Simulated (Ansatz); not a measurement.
# Nickel, simple cubic: r²SCAN0 at the r²SCAN geometry, part 2 of 2

Aim: see what exact exchange does to the levels and moments, and what it costs. The geometry was relaxed under r²SCAN beforehand and is kept. Exact exchange is dear, so the k-mesh is coarse, and r²SCAN is run on the same mesh for comparison.

Ansatz 0.2.0, plane waves with PAW, scalar-relativistic.

### 3 r²SCAN0 on the coarse mesh

The run with r²SCAN0.

Contents of input.yaml:

```yaml
crystal:
  lattice:
    - [2.3052625428, 0.0, 0.0]
    - [0.0, 2.3052625428, 0.0]
    - [0.0, 0.0, 2.3052625428]
  atoms:
    - { symbol: Ni, position: [0.0, 0.0, 0.0], spin: 0.884 }
hamiltonian:
  xc: r2scan0
  pseudopotentials:
    kind: paw
    azcp:
      Ni: "pseudopotentials/Ni.paw.azcp"
basis:
  ecutwfc: 500
  fft_grid_basis: typed
kpoints:
  mp_grid: { grid: [7, 7, 7], shift: [0, 0, 0] }
magnetization:
  spin_polarized: true
scf:
  occupations: { method: fermi_dirac, width: 0.1 }
```

Command:

```sh
$ ansatz run input.yaml --threads 4 --pin off --max-ram 8192MiB --backend cpu --events-out ev --progress --plain --runs-dir out
```

Log:

```text
Warning: RAYON_NUM_THREADS=4 ignored (pool sized by the plan → 4); use --threads N
Engine: ansatz 0.2.0, aarch64-unknown-linux-gnu
Pseudopotentials: kind: paw
Pseudopotential: Ni, paw, valence charge 18, recommended cutoff 500 eV (meta_gga), <dir>
Functional definition: r2SCAN0
  parameter a = 0.25
  parameter k0 = 0.174
  parameter k1 = 0.065
  parameter a1 = 4.9479
  exchange = (1 - a)*r2scan_x(k0 = k0, k1 = k1, a1 = a1) + a*exact_x
  correlation = r2scan_c
Crystal: 1 atoms, lattice volume = 12.251 Å³
Basis set: ecut = 500 eV, 305 PW (Γ), exchange–correlation on 72×72×72 points (64 copies of the dense FFT grid, shifted against one another)
Bands: 14, of which v1, the nominal top of the filled ones, is band 9 counted from 1 (8 counted from 0)
Symmetry: 48 space group operations
Space group: Pm-3m (ITA 221), of the structure as read, at distance tolerance 2.3e-5 Å
Magnetic group: BNS 221.92 (UNI 1594), of the structure as read, at distance tolerance 2.3e-5 Å
k-points: 20 of 343
Non-local potential: Ni, projectors of the file, l = 0: 3, l = 1: 2, l = 2: 3, l = 3: 1
PAW form: soft (Blöchl's): semilocal exchange-correlation on the pseudo side does not see the compensation charge
PAW frozen core: Ni, regenerated for the run's functional, and the local potential with it (the file was generated under x = pbe(κ = 0.804, μ = 0.2195149727645171), c = pbe(β = 0.06672455060314922))
PAW one-centre angular grid: Ni, 590 points (default); XC on 160 Gauss nodes
Initial density: superposition of atomic densities (chi_scale 0.1, normalization cell)
Starting moments: Σ|m| = 0.884 μB on 1 of 1 site
Initial wavefunctions: pseudopotential atomic-orbital guess
Functional: x = r2scan, c = r2scan; τ floored in thin density (d = 2e-4 eV/Å³), warm-up for x = 0.75 r2scan + 0.25 exact, c = r2scan; τ floored in thin density (d = 2e-4 eV/Å³)
iter 1 solved again at ethr=3.87e-3 eV; its pass at ethr=1.00e-1 eV (dr2=6.97e-1 eV) is discarded
SCF iter   1: F=—  HF=-5844.518979 eV  |F-HF|=—  |Δ(HF+E_count)|=         —  Δρ=5.78e-2 (↑5.78e-2 ↓4.20e-2)  dr2=7.26e-1  dr2_τ=7.46e-3  dr2_m=1.04e-2  M=0.796 μB ∫|m|=0.800 μB  β_m=0.30  ethr=3.87e-3  ⟨swp⟩=2.7  Hψ=2922  notcnv=0
preconditioner: auto → none  [metal: Δε(μ)=0.055 eV  Ē_g=17.123 eV  σ=0.100 eV  W_gap=0.14  n_scr=6 (ndim 8)  ℏωp=33.5 eV  f_vac=0.000  D(μ)=1.75/eV (n_scr^D=26)  sad-step TF]
SCF iter   2: F=—  HF=-5844.529415 eV  |F-HF|=—  |Δ(HF+E_count)|=   1.04e-2  Δρ=2.88e-2 (↑2.88e-2 ↓1.01e-2)  dr2=1.30e-1  dr2_τ=1.92e-3  dr2_m=1.42e-2  M=0.821 μB ∫|m|=0.831 μB  β_m=1.00  ethr=3.87e-3  ⟨swp⟩=2.5  Hψ=1145  notcnv=0  defer=1
SCF iter   3: F=—  HF=-5844.531666 eV  |F-HF|=—  |Δ(HF+E_count)|=   2.25e-3  Δρ=1.04e-2 (↑1.04e-2 ↓4.62e-3)  dr2=2.29e-2  dr2_τ=3.00e-4  dr2_m=2.18e-3  M=0.820 μB ∫|m|=0.858 μB  β_m=1.00  ethr=7.21e-4  ⟨swp⟩=3.0  Hψ=1183  notcnv=0  defer=3
SCF iter   4: F=—  HF=-5844.524020 eV  |F-HF|=—  |Δ(HF+E_count)|=   7.65e-3  Δρ=5.24e-3 (↑1.24e-3 ↓5.24e-3)  dr2=2.58e-3  dr2_τ=1.29e-5  dr2_m=4.85e-4  M=0.824 μB ∫|m|=0.874 μB  β_m=1.00  ethr=1.27e-4  ⟨swp⟩=3.2  Hψ=1271  notcnv=0  defer=1
SCF iter   5: F=—  HF=-5844.535356 eV  |F-HF|=—  |Δ(HF+E_count)|=   1.13e-2  Δρ=4.83e-3 (↑1.80e-3 ↓4.83e-3)  dr2=2.86e-3  dr2_τ=6.50e-6  dr2_m=2.72e-4  M=0.829 μB ∫|m|=0.885 μB  β_m=1.00  ethr=1.44e-5  ⟨swp⟩=3.0  Hψ=1032  notcnv=0
SCF iter   6: F=—  HF=-5844.540101 eV  |F-HF|=—  |Δ(HF+E_count)|=   4.75e-3  Δρ=4.23e-3 (↑2.10e-3 ↓4.23e-3)  dr2=2.62e-3  dr2_τ=1.00e-5  dr2_m=1.37e-4  M=0.834 μB ∫|m|=0.893 μB  β_m=0.30  ethr=1.44e-5  ⟨swp⟩=2.0  Hψ=944  notcnv=0
Mixer restart at iter 6: flushing history
spin-set hold released at iteration 6 (site moments contracting): the magnetisation degrees of freedom join the quasi-Newton model from the next iteration; the mixer history was flushed
SCF iter   7: F=—  HF=-5844.545435 eV  |F-HF|=—  |Δ(HF+E_count)|=   5.33e-3  Δρ=2.81e-3 (↑6.46e-4 ↓2.81e-3)  dr2=4.70e-4  dr2_τ=7.29e-6  dr2_m=2.50e-4  M=0.837 μB ∫|m|=0.898 μB  β_m=0.63  ethr=1.44e-5  ⟨swp⟩=2.5  Hψ=978  notcnv=0
SCF iter   8: F=—  HF=-5844.552743 eV  |F-HF|=—  |Δ(HF+E_count)|=   7.31e-3  Δρ=7.17e-3 (↑3.17e-3 ↓7.17e-3)  dr2=7.12e-3  dr2_τ=8.86e-6  dr2_m=4.65e-4  M=0.846 μB ∫|m|=0.917 μB  β_m=0.50  ethr=2.61e-6  ⟨swp⟩=4.0  Hψ=1561  notcnv=0  defer=1
[... 6 lines left out ...]
SCF 1 converged in 13 iterations: F = -5844.551515 eV  dr2 = 3.32e-10
Initial density: handed on by an earlier stage of this run
Starting moments: Σ|m| = 0.884 μB on 1 of 1 site; this step starts from the density that it was given
Initial wavefunctions: those handed on with the density
Functional: x = 0.75 r2scan + 0.25 exact, c = r2scan; τ floored in thin density (d = 2e-4 eV/Å³)
Frozen-core exchange: fock
[... 2 lines left out ...]
preconditioner: auto → none  [metal: Δε(μ)=0.149 eV  Ē_g=19.581 eV  σ=0.100 eV  W_gap=0.34  n_scr=6 (ndim 8)  ℏωp=33.5 eV  f_vac=0.000  D(μ)=0.36/eV (n_scr^D=0)]
[... 6 lines left out ...]
SCF 2 converged in 7 iterations: F = -5841.209172 eV  dr2 = 1.78e-8
hybrid outer 1: dexx = +2.376e-2 eV, tail = 2.90e-2 eV
Frozen-core exchange: fock
[... 1 line left out ...]
preconditioner: auto → none  [insulator: Δε(μ)=0.349 eV  Ē_g=19.458 eV  σ=0.100 eV  W_gap=0.55  n_scr=6 (ndim 8)  ℏωp=33.5 eV  f_vac=0.000  D(μ)=0.22/eV (n_scr^D=0)]
[... 3 lines left out ...]
SCF 3 stopped early in 3 iterations: F = -5841.239594 eV  dr2 = 1.05e-4
hybrid outer 2: dexx = +2.208e-3 eV, tail = 8.90e-4 eV, Δε = 4.56e-1 eV (about 9.61e-2 eV left of the loop's levels)
Frozen-core exchange: fock
[... 1 line left out ...]
preconditioner: auto → none  [insulator: Δε(μ)=0.510 eV  Ē_g=19.441 eV  σ=0.100 eV  W_gap=0.63  n_scr=6 (ndim 8)  ℏωp=33.5 eV  f_vac=0.000  D(μ)=0.21/eV (n_scr^D=0)]
[... 15 lines left out ...]
SCF 4 stopped early in 14 iterations: F = -5841.239989 eV  dr2 = 2.24e-7
hybrid outer 3: dexx = +1.492e-3 eV, tail = 7.22e-6 eV, Δε = 1.60e-1 eV (about 2.94e-2 eV left of the loop's levels)
Frozen-core exchange: fock
[... 1 line left out ...]
preconditioner: auto → none  [metal: Δε(μ)=0.195 eV  Ē_g=19.400 eV  σ=0.100 eV  W_gap=0.41  n_scr=6 (ndim 8)  ℏωp=33.5 eV  f_vac=0.000  D(μ)=0.18/eV (n_scr^D=0)]
[... 5 lines left out ...]
SCF 5 converged in 5 iterations: F = -5841.239987 eV  dr2 = 8.69e-10
hybrid outer 4: dexx = +4.493e-7 eV, tail = 1.46e-8 eV, magnetization grown 1.0403 times (not accepted), Δε = 1.50e-3 eV (about 5.05e-4 eV left of the loop's levels)
Frozen-core exchange: fock
[... 1 line left out ...]
preconditioner: auto → none  [metal: Δε(μ)=0.196 eV  Ē_g=19.400 eV  σ=0.100 eV  W_gap=0.41  n_scr=6 (ndim 8)  ℏωp=33.5 eV  f_vac=0.000  D(μ)=0.18/eV (n_scr^D=0)]
[... 2 lines left out ...]
eigensolver tolerance schedule: the retry pair's looser diagonalisation over-reported the residual by 0.17 of it (diagonalisation noise at 0.20 of the residual, at the tolerance the schedule requests for it); recorded, not acted on — ethr = c·dr2/N_el stays at c = 1.0e-1
SCF 6 converged in 2 iterations: F = -5841.239987 eV  dr2 = 5.34e-11
hybrid outer 5: dexx = +1.368e-10 eV, tail = 8.65e-10 eV, Δε = 6.06e-5 eV (about 1.72e-4 eV left of the loop's levels)
Frozen-core exchange: fock
[... 2 lines left out ...]
preconditioner: auto → none  [insulator: Δε(μ)=0.352 eV  Ē_g=19.401 eV  σ=0.100 eV  W_gap=0.64  n_scr=6 (ndim 8)  ℏωp=33.5 eV  f_vac=0.000  D(μ)=0.14/eV (n_scr^D=0)]
[... 7 lines left out ...]
SCF 7 converged in 7 iterations: F = -5841.239979 eV  dr2 = 3.65e-8
hybrid outer 1: dexx = +4.747e-4 eV, tail = 3.08e-7 eV
Frozen-core exchange: fock
[... 1 line left out ...]
preconditioner: auto → none  [metal: Δε(μ)=0.208 eV  Ē_g=19.400 eV  σ=0.100 eV  W_gap=0.43  n_scr=6 (ndim 8)  ℏωp=33.5 eV  f_vac=0.000  D(μ)=0.18/eV (n_scr^D=0)]
[... 4 lines left out ...]
SCF 8 converged in 4 iterations: F = -5841.239987 eV  dr2 = 1.21e-9
hybrid outer 2: dexx = +3.445e-6 eV, tail = 9.07e-9 eV, Δε = 9.35e-3 eV (about 9.46e-4 eV left of the loop's levels)
exact exchange: an outer loop of this run ended on a state whose frontier levels can be filled otherwise, and a further loop was made from that state with electrons moved between them. It converged no lower than the two loops' stops tell apart, in 11 SCF iterations, so its state is not used
Frozen-core exchange: fock
[... 2 lines left out ...]
preconditioner: auto → none  [metal: Δε(μ)=0.232 eV  Ē_g=19.386 eV  σ=0.100 eV  W_gap=0.42  n_scr=6 (ndim 8)  ℏωp=33.5 eV  f_vac=0.000  D(μ)=0.18/eV (n_scr^D=0)]
[... 2 lines left out ...]
eigensolver tolerance schedule: the retry pair's looser diagonalisation over-reported the residual by 0.34 of it (diagonalisation noise at 0.34 of the residual, at the tolerance the schedule requests for it); recorded, not acted on — ethr = c·dr2/N_el stays at c = 1.0e-1
[... 3 lines left out ...]
SCF iter   5: F=—  HF=-5841.239900 eV  |F-HF|=—  |Δ(HF+E_count)|=   7.86e-6  Δρ=1.34e-5 (↑1.34e-5 ↓8.81e-6)  dr2=2.42e-6  dr2_τ=1.22e-10  dr2_m=2.12e-9  M=0.858 μB ∫|m|=1.067 μB  β_m=0.65  ethr=2.12e-11  ⟨swp⟩=4.5  Hψ=1577  notcnv=0
SCF iter   6: F=—  HF=-5841.239909 eV  |F-HF|=—  |Δ(HF+E_count)|=   8.60e-6  Δρ=4.48e-5 (↑2.81e-5 ↓4.48e-5)  dr2=2.03e-6  dr2_τ=4.80e-10  dr2_m=8.22e-9  M=0.858 μB ∫|m|=1.067 μB  β_m=0.82  ethr=2.12e-11  ⟨swp⟩=4.6  Hψ=1811  notcnv=0
SCF iter   7: F=—  HF=-5841.239912 eV  |F-HF|=—  |Δ(HF+E_count)|=   2.92e-6  Δρ=3.95e-5 (↑3.95e-5 ↓3.62e-5)  dr2=1.87e-6  dr2_τ=6.09e-10  dr2_m=3.82e-10  M=0.858 μB ∫|m|=1.067 μB  β_m=0.27  ethr=2.12e-11  ⟨swp⟩=5.0  Hψ=1985  notcnv=0
SCF iter   8: F=—  HF=-5841.239918 eV  |F-HF|=—  |Δ(HF+E_count)|=   6.36e-6  Δρ=1.00e-5 (↑1.00e-5 ↓8.20e-6)  dr2=1.13e-6  dr2_τ=2.83e-11  dr2_m=1.06e-10  M=0.858 μB ∫|m|=1.067 μB  β_m=0.24  ethr=2.12e-11  ⟨swp⟩=4.6  Hψ=1659  notcnv=0
SCF iter   9: F=-5841.239926 eV  HF=-5841.239926 eV  |F-HF|=3.19e-7  |Δ(HF+E_count)|=   7.97e-6  Δρ=4.25e-5 (↑2.65e-5 ↓4.25e-5)  dr2=7.73e-7  dr2_τ=3.34e-10  dr2_m=8.53e-9  M=0.858 μB ∫|m|=1.067 μB  ethr=2.12e-11  ⟨swp⟩=4.7  Hψ=1698  notcnv=0
SCF 9 stopped early in 9 iterations: F = -5841.239926 eV  dr2 = 7.73e-7
hybrid outer 1: dexx = +3.057e-3 eV, tail = 1.23e-5 eV
Frozen-core exchange: fock
SCF iter   1: F=—  HF=-5841.239972 eV  |F-HF|=—  |Δ(HF+E_count)|=         —  Δρ=3.17e-5 (↑1.31e-5 ↓3.17e-5)  dr2=1.70e-6  dr2_τ=3.53e-10  dr2_m=5.39e-8  M=0.858 μB ∫|m|=1.067 μB  β_m=0.30  ethr=8.61e-8  ⟨swp⟩=2.0  Hψ=1124  notcnv=0
preconditioner: auto → none  [insulator: Δε(μ)=0.450 eV  Ē_g=19.442 eV  σ=0.100 eV  W_gap=0.50  n_scr=6 (ndim 8)  ℏωp=33.5 eV  f_vac=0.000  D(μ)=0.19/eV (n_scr^D=0)]
SCF iter   2: F=—  HF=-5841.239975 eV  |F-HF|=—  |Δ(HF+E_count)|=   3.54e-6  Δρ=1.94e-5 (↑1.94e-5 ↓1.15e-5)  dr2=1.35e-6  dr2_τ=3.30e-10  dr2_m=2.14e-8  M=0.858 μB ∫|m|=1.067 μB  β_m=0.65  ethr=1.07e-10  ⟨swp⟩=4.1  Hψ=1287  notcnv=0
SCF iter   3: F=—  HF=-5841.239984 eV  |F-HF|=—  |Δ(HF+E_count)|=   8.22e-6  Δρ=6.20e-5 (↑5.33e-5 ↓6.20e-5)  dr2=1.35e-6  dr2_τ=1.41e-9  dr2_m=2.51e-9  M=0.858 μB ∫|m|=1.067 μB  β_m=0.35  ethr=6.72e-11  ⟨swp⟩=4.3  Hψ=1724  notcnv=0
SCF iter   4: F=—  HF=-5841.239986 eV  |F-HF|=—  |Δ(HF+E_count)|=   2.47e-6  Δρ=1.31e-5 (↑1.31e-5 ↓5.25e-6)  dr2=8.94e-8  dr2_τ=5.97e-11  dr2_m=2.10e-9  M=0.858 μB ∫|m|=1.067 μB  β_m=0.56  ethr=6.72e-11  ⟨swp⟩=4.2  Hψ=1670  notcnv=0
SCF iter   5: F=-5841.239987 eV  HF=-5841.239987 eV  |F-HF|=2.79e-9  |Δ(HF+E_count)|=   4.04e-7  Δρ=6.54e-6 (↑6.54e-6 ↓1.81e-6)  dr2=5.18e-9  dr2_τ=1.41e-11  dr2_m=1.04e-9  M=0.858 μB ∫|m|=1.067 μB  ethr=6.72e-11  ⟨swp⟩=2.5  Hψ=987  notcnv=0
SCF 10 converged in 5 iterations: F = -5841.239987 eV  dr2 = 5.18e-9
hybrid outer 2: dexx = +9.447e-5 eV, tail = 6.33e-7 eV, Δε = 4.61e-2 eV (about 4.54e-3 eV left of the loop's levels)
exact exchange: an outer loop of this run ended on a state whose frontier levels can be filled otherwise, and a further loop was made from that state with electrons moved between them. It converged no lower than the two loops' stops tell apart, in 14 SCF iterations, so its state is not used
this state was not tested for a lower state beside it, because the functional holds exact exchange (a hybrid, or Hartree-Fock), whose exchange loop this test does not read (fock_operator); the stability check (scf.self_checks: high) cannot read this state: a pseudopotential is PAW: the check reads norm-conserving sets alone
hybrid SCF converged: 5 outer / 31 inner (+13 warm-up), last move |dexx| = 1.37e-10 eV, tail = 8.65e-10 eV
Magnetization: 0.8576 μB (9.4288 up, 8.5712 down)
Absolute magnetization: 1.0684 μB (∫|ρ↑−ρ↓|, with the PAW one-centre terms)
Spin contamination: 0.0319 ħ² per cell (⟨S²⟩ above its minimum at these occupations)
Per-site moments (μB) at R_I (Å): [(0.9531166404669581, 0.950920798905)]
Free energy (F): -5841.239987 eV
Frozen-core exchange: fock
Harris-Foulkes:  -5841.239987 eV  (|F-HF|=2.73e-12)
Internal energy: -5841.233518 eV  (E = F + TS)
E sigma→0 (E₀):  -5841.236752 eV
Entropy (-TS):   -0.006469 eV (-6.469 meV/atom)
Fermi energy:    15.273672 eV
--- Per-component energies (eV) ---
  E_band       = -404.627079
  E_kinetic    = 284.560501
  E_local      = -3758.967975  (includes V_loc(G=0)·N_el)
  E_nonlocal   = 651.051350
  E_hartree    = 1581.710553
  E_xc         = -60.339489
  E_vxc        = -88.453992  (∫ρ·V_xc dr)
  E_exx        = -103.033140  (= α·E_x^exact, valence–valence)
  E_paw        = -1564.668774  (= ΣΔE_a)
  E_vpaw       = -456.315615  (= ΣTr[D̂ρ^β])
  E_aug_tail   = 0.000233  (compensation charges beyond the density's cutoff)
  E_vtau       = 6.143864  (kinetic-family band-sum trace: ∫τ·v_τ [+ j·A + Jᵃ·Aᵃ] dr)
  E_ewald      = -2871.119660
  E_core_change = -0.427117  (= ΣΔE_core)
  E_smearing   = -0.006469  (= −TS)
  E_closure    = 0.000000  (closes the sum)
  Σ components = -5841.239987   (vs F -5841.239987, Δ=0.00e0)
--- Band table (eV; the first three rows and the last of 40) ---
  k-point 0 ↑: bands = ["-97.5858", "-55.2477", "-55.2477", "-55.2477", "5.6153", "8.9846", "8.9846", "12.2781", "12.2781", "12.2781", "37.3419", "37.3419"]
  k-point 1 ↑: bands = ["-97.5796", "-55.3019", "-55.2440", "-55.2440", "6.3159", "9.0675", "9.3181", "12.0626", "12.0626", "12.2959", "31.9960", "38.1953"]
  k-point 2 ↑: bands = ["-97.5657", "-55.4236", "-55.2360", "-55.2360", "7.9974", "9.2573", "10.4676", "11.6069", "11.6069", "12.3359", "25.7361", "40.5580"]
  k-point 19 ↓: bands = ["-95.6341", "-53.5052", "-53.5036", "-53.5036", "11.0831", "11.3379", "11.3379", "16.5291", "16.5291", "26.1457", "29.3116", "29.3116"]
  guard bands above this table: 2 of the run's 14 bands. The solve was not asked for them (output.publish_guard_bands: true or output.eigenvalues: true publishes all)
```

Wall time 24 s (4 threads of Arm Neoverse V1, shared host); peak memory 0.8 GiB.

### 4 Side by side

```tsv
functional	gap on the mesh	Fermi energy (eV)	magnetic state	SCF cycles	exchange loops	CPU time
r²SCAN	none (levels filled in part)	15.579	ferromagnetic, up to 0.88 μB per atom	15	-	4.4 s
r²SCAN0	none (levels filled in part)	15.274	ferromagnetic, up to 0.95 μB per atom	44	5	85 s
```

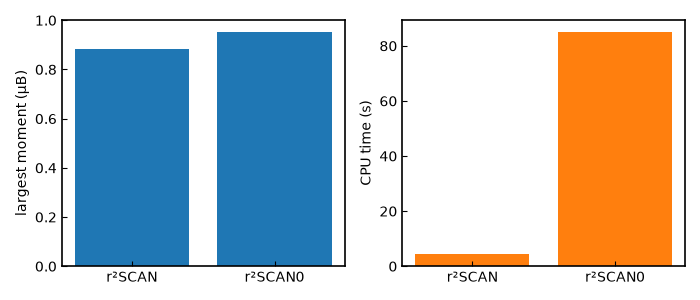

Largest moment and CPU time by functional.

### 5 Outcome

What follows sums up all 2 parts.

| quantity | value |
| --- | --- |
| r²SCAN: gap | none (levels filled in part) |
| r²SCAN: magnetic state | ferromagnetic, up to 0.88 μB per atom |
| r²SCAN0: gap | none (levels filled in part) |
| r²SCAN0: magnetic state | ferromagnetic, up to 0.95 μB per atom |
| r²SCAN0: SCF cycles, exchange loops | 44, 5 |
| r²SCAN0: CPU time over that of r²SCAN | 19 |

**Reading.** Neither r²SCAN nor r²SCAN0 shows a clean gap on this mesh. The largest moment goes from 0.88 to 0.95 μB. The hybrid took 19 times as much CPU time as r²SCAN on the same settings. r²SCAN0 needed 5 outer loops of the exchange operator. Absolute energies differ from functional to functional, by eV per atom at times, and say nothing by themselves.
